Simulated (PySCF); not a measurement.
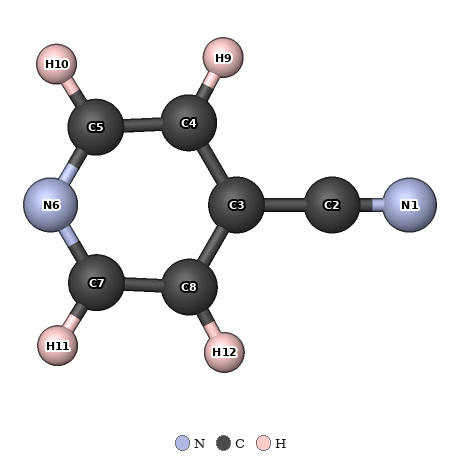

C₆H₄N₂, SMILES N#Cc1ccncc1. Simulated ¹H spectrum at 400 MHz, line width 1.5 Hz, from GIAO shifts (mPW1PW91/pcSseg-2, against TMS) and couplings (B3LYP/pcJ-1), PySCF, at a PBE0-D3(BJ)/def2-SVP geometry (no frequency check). Gas phase, values of one conformer, averaged over methyl-type rotors and exact or near symmetry; couplings among ¹H are treated exactly, other nuclei are left out. The spin-dipole term of J is left out for all pairs. The upper panels enlarge each group of lines, each scaled alone.

Give the shifts and couplings that make up the spectrum.

```csv
δ (ppm),nuclei,atoms
9.04,2,"H10, H11"
7.59,2,"H9, H12"
```


| pair | J (Hz) |
| --- | --- |
| H10–H9, H11–H12 | 5.7 |
| H9–H12 | 1.4 |
| H10–H12, H11–H9 | 1.0 |
| H10–H11 | −0.9 |

Not listed: couplings under 0.5 Hz, those between magnetically equivalent nuclei.

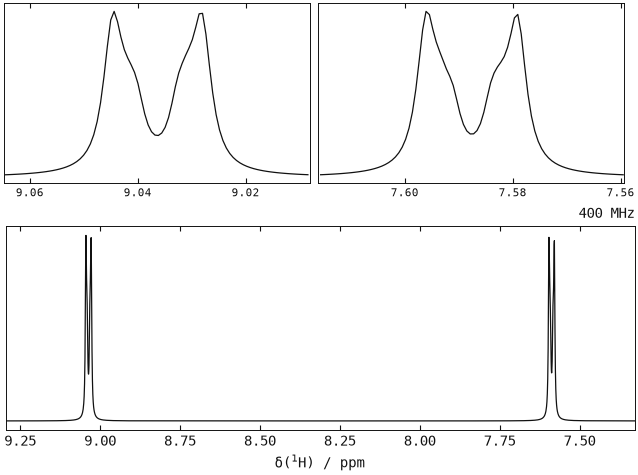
